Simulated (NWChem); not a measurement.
# UPBE0/MIDI! run of SiH3O2 (SMILES [O][SiH2]O)

What is the vertical ionisation energy of SiH3O2 at UPBE0/MIDI!? 

Program for the calculation: NWChem 7.3.0.

## 1. The structure to begin with

SiH3O2: 6 atoms, total charge 0, spin state doublet. As SMILES, `[O][SiH2]O`. Geometry: relaxed at PBE0-D4/def2-TZVP. This is one conformer, not always the lowest.

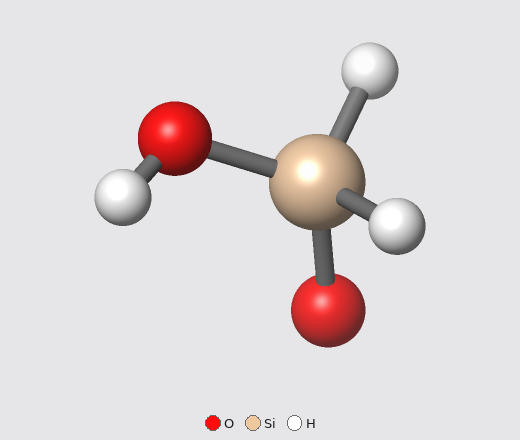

The structure, seen from a chosen angle (oxygen red, silicon light orange, hydrogen white).

## 2. A single-point energy at UPBE0/MIDI!

The input, h3o2si.nw:

```
start h3o2si
title "H3O2Si PBE0"
memory 2200 mb
charge 0

geometry units angstroms noautosym nocenter noautoz
   O    -1.671900   -0.490300    0.111200
   Si   -0.205500    0.160400   -0.263400
   O     0.949700    0.110200    0.888500
   H     0.117000   -0.700300   -1.441700
   H    -0.353500    1.594200   -0.594000
   H     1.206400   -0.738300    1.253100
end

basis spherical bse
   * library "MIDI!"
end

dft
   xc pbe0
   mult 2
   grid fine
   convergence energy 1e-08
   maxiter 100
   mulliken
   print low
end

task dft energy
```

Command:

```console
$ nwchem h3o2si.nw > h3o2si.out
```

Standard output:

```text
[...]
 d= 0,ls=0.0,diis     1   -438.9109631012 -5.50D+02  2.32D-02  2.32D-01     0.8
[...]
 d= 0,ls=0.0,diis    17   -439.0982786551 -3.87D-10  7.03D-08  6.35D-12    10.2
[...]
         Total DFT energy =     -439.098278655094
      One electron energy =     -827.842052383958
           Coulomb energy =      316.846862264717
    Exchange-Corr. energy =      -38.838352682897
 Nuclear repulsion energy =      110.735264147044
[...]
      Total Density - Mulliken Population Analysis
     ---------------------------------------------
    Atom       Charge   Shell Charges
 -----------   ------   -------------------------------------------------------
    1 O    8     8.32   1.99  1.02  0.90  1.95  2.44  0.01
    2 Si  14    13.27   2.00  1.96  0.69  0.35  5.85  1.48  0.59  0.36
    3 O    8     8.64   1.99  0.97  0.85  2.07  2.74  0.02
    4 H    1     1.09   0.53  0.56
    5 H    1     1.08   0.53  0.55
    6 H    1     0.59   0.48  0.11
[...]
      <S2> =      0.7538 (Exact =     0.7500)
[...]
```

Run time: 11 s. Hardware: 1 thread of AMD EPYC 7R43 (Zen 3), shared host; peak memory 0.11 GiB.

## 3. The singlet cation at the same level

The input, work.xyz:

```xyz
6
H3O2Si
O     -1.671900    -0.490300     0.111200
Si    -0.205500     0.160400    -0.263400
O      0.949700     0.110200     0.888500
H      0.117000    -0.700300    -1.441700
H     -0.353500     1.594200    -0.594000
H      1.206400    -0.738300     1.253100
```

The input, work.nw:

```
start work
title "H3O2Si"
memory 2200 mb
charge 1
geometry units angstroms noautosym nocenter noautoz
  load format xyz work.xyz
end
basis spherical bse
  * library "MIDI!"
end
dft
  xc pbe0
  mult 1
  grid fine
  convergence energy 1e-08
  maxiter 100
  mulliken
  print low
end
task dft energy
```

Command:

```console
$ nwchem work.nw > work.out
```

Standard output:

```text
[...]
 d= 0,ls=0.0,diis     1   -438.2220848001 -5.49D+02  8.53D-02  3.11D+00     0.6
[...]
 d= 0,ls=0.0,diis    15   -438.6502375251 -4.15D-09  4.45D-06  1.32D-09     5.6
         Total DFT energy =     -438.650237525127
      One electron energy =     -818.490308606300
           Coulomb energy =      307.477735427214
    Exchange-Corr. energy =      -38.372928493085
 Nuclear repulsion energy =      110.735264147044
[...]
      Total Density - Mulliken Population Analysis
     ---------------------------------------------
    Atom       Charge   Shell Charges
 -----------   ------   -------------------------------------------------------
    1 O    8     8.10   1.99  1.07  0.87  1.89  2.26  0.01
    2 Si  14    13.22   2.00  1.96  0.74  0.31  5.85  1.53  0.50  0.34
    3 O    8     8.53   1.99  0.98  0.84  2.05  2.64  0.02
    4 H    1     0.78   0.45  0.33
    5 H    1     0.84   0.48  0.36
    6 H    1     0.52   0.45  0.07
[...]
```

Run time: 6.3 s. Hardware: 1 thread of AMD EPYC 7R43 (Zen 3), shared host; peak memory 0.11 GiB.

## 4. Results

Level: UPBE0/MIDI!.

```
                                          quantity          value
                      doublet SiH3O2: total energy  -439.09828 Eh
                              doublet SiH3O2: ⟨S²⟩          0.754
                      singlet cation: total energy  -438.65024 Eh
vertical ionisation energy (to the singlet cation)      12.192 eV
```

**Reading.** The vertical ionisation energy comes to 12.19 eV (281 kcal/mol). Only the singlet of the ionised species was computed; a triplet could lie lower. Mulliken charges (doublet SiH3O2) run from -0.64 on O3 to +0.73 on Si2; they depend strongly on the basis.
